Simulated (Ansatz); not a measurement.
**r2SCAN0/3-21G run of HCl (hydrogen chloride)**

What is the electronic atomisation energy of HCl (hydrogen chloride) at r2SCAN0/3-21G? 

The results are computed with Ansatz 0.2.0.

56 further runs of the same task are left out: 2 that didn't finish, 54 set aside as unsound or not needed.

### Step 1. The molecule

HCl has 2 atoms, charge 0, and is taken as a singlet. SMILES: `Cl`. Geometry: relaxed at PBE0-D4/def2-TZVP.

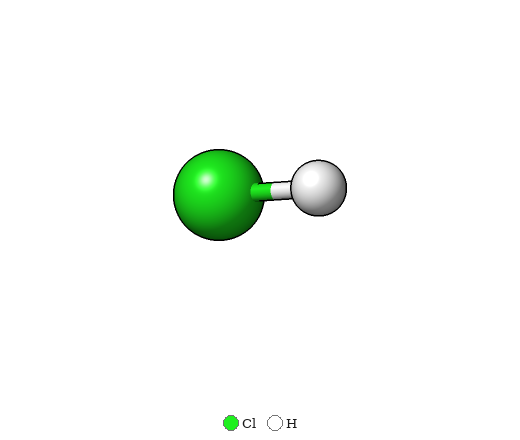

The structure, seen from a chosen angle (chlorine green, hydrogen white).

### Step 2. The energy at r2SCAN0/3-21G

Contents of in.yaml:

```yaml
crystal:
  periodic: [false, false, false]
  atoms:
    - {symbol: Cl, position_ang: [0.546000, -0.178500, 0.280800]}
    - {symbol: H, position_ang: [-0.546000, 0.178500, -0.280800]}
basis:
  gaussian:
    orbitals: 3-21G.json
hamiltonian:
  xc: {name: r2SCAN0}
accuracy: high
```

The basis set 3-21G is read from a file made from the Basis Set Exchange's data (not shown).

The run is started by

```sh
$ ansatz run in.yaml --threads 1 --pin off --max-ram 2610MiB --events-out events.jsonl --progress --plain --runs-dir runs
```

The program printed:

```text
Warning: RAYON_NUM_THREADS=1 ignored (pool sized by the plan → 1); use --threads N
Functional definition: r2SCAN0
  name "r2SCAN0"
  parameter a = 0.25
  parameter k0 = 0.174
  parameter k1 = 0.065
  parameter a1 = 4.9479
  exchange = (1 - a)*r2scan_x(k0 = k0, k1 = k1, a1 = a1) + a*exact_x
  correlation = r2scan_c
258 factors; integrals over basis functions are off by at most 4.2e-9 eV
mean field evaluation 1: about -12476.6932 eV, gradient 1.0e1 eV
mean field evaluation 2: about -12476.8724 eV, gradient 7.6e0 eV
mean field evaluation 4: about -12477.0300 eV, gradient 1.9e-2 eV
mean field evaluation 8: about -12477.0230 eV, gradient 4.6e-4 eV
mean field -12477.02298085 eV, -458.5221373162 hartree, gradient 2.8e-8 eV, S^2 0.000000; 0 other end points of the search recorded, 0 dependent functions left out
reference -12477.02298106 eV, -458.5221373242 hartree; 9, 9 occupied and 6, 6 virtual orbitals, 258 factors
Total energy: -12477.02298106 eV, -458.5221373242 hartree
```

It took 0.84 s on 1 thread of Arm Neoverse V2, shared host; peak memory 0.091 GiB.

### Step 3. The Cl atom at the same level

Contents of run.yaml:

```yaml
crystal:
  periodic: [false, false, false]
  atoms:
    - symbol: Cl
      position_ang: [0.000000, 0.000000, 0.000000]
basis:
  gaussian: {orbitals: 3-21G.json}
magnetization: {spin_polarized: true, initial_magnetization: 1}
hamiltonian: {xc: {name: r2SCAN0}}
accuracy: high
```

The basis set 3-21G is read from a file made from the Basis Set Exchange's data (not shown).

Run the same way, it converges to -457.88245 Eh (log not shown).

### Step 4. The H atom at the same level

Contents of in.yaml:

```yaml
crystal:
  periodic: [false, false, false]
  atoms:
    - {symbol: H, position_ang: [0.000000, 0.000000, 0.000000]}
basis:
  gaussian: {orbitals: 3-21G.json}
magnetization: {spin_polarized: true, initial_magnetization: 1}
hamiltonian: {xc: {name: r2SCAN0}}
accuracy: high
```

The basis set 3-21G is read from a file made from the Basis Set Exchange's data (not shown).

Run the same way, it converges to -0.49577 Eh (log not shown).

### Step 5. Outcome

Level: r2SCAN0/3-21G.

```
                     quantity          value
       molecule: total energy  -458.52214 Eh
        Cl atom: total energy  -457.88245 Eh
                Cl atom: ⟨S²⟩          0.750
         H atom: total energy    -0.49577 Eh
                 H atom: ⟨S²⟩          0.750
electronic atomisation energy       3.916 eV
```

In words: Taking the molecule apart into free atoms costs 3.92 eV (378 kJ/mol), before zero-point energy and without spin-orbit coupling. The basis has no polarisation functions, which makes bonds too weak.
